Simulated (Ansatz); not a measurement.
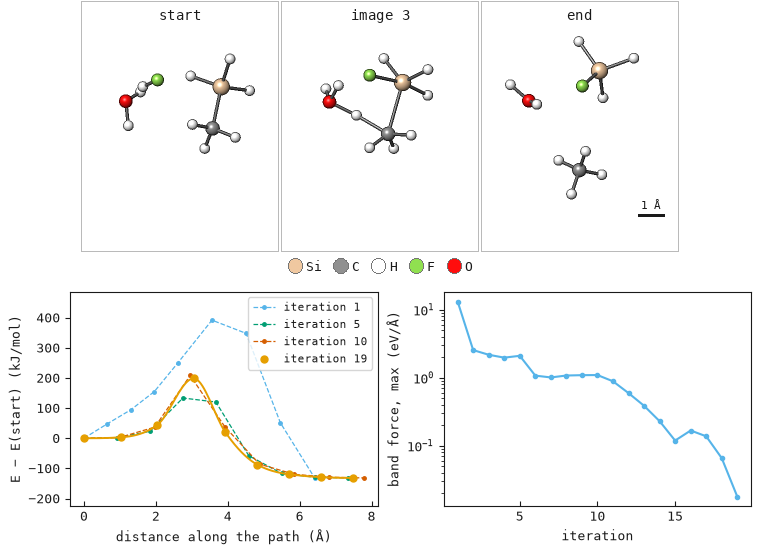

A search for the minimum-energy path of CH9FOSi by the nudged elastic band. Images are numbered from 0 (start) to 8 (end). The plot follows the band through its iterations. The picture is a ball-and-stick view, seen at a tilt.

Method: Ansatz, UKS BHLYP-D4/6-31G*. Run with 7 movable images; climbing image; force threshold 0.05 eV/Å; iteration limit 23; spring constant 20.0 eV/Å²; starting path through a guess of the saddle point.

**Did the band converge, and can the barrier be trusted?**

The run is converged, with reservations. The band converged in 19 iterations. The largest component of the band force went from 13 to 0.018 eV/Å. The climbing image converged on the top of the path. Its curvatures weren't checked. The first iteration put the highest image at 391.7 kJ/mol. The energy climbs by 198.4 kJ/mol to image 3 and then falls by 330.1 kJ/mol, so the end point sits at −131.7 kJ/mol.

The run took 13 min on 2 threads of Intel(R) Xeon(R) Platinum 8259CL CPU @ 2.50GHz (Skylake/Cascade Lake) (shared host), peak memory 0.28 GiB.
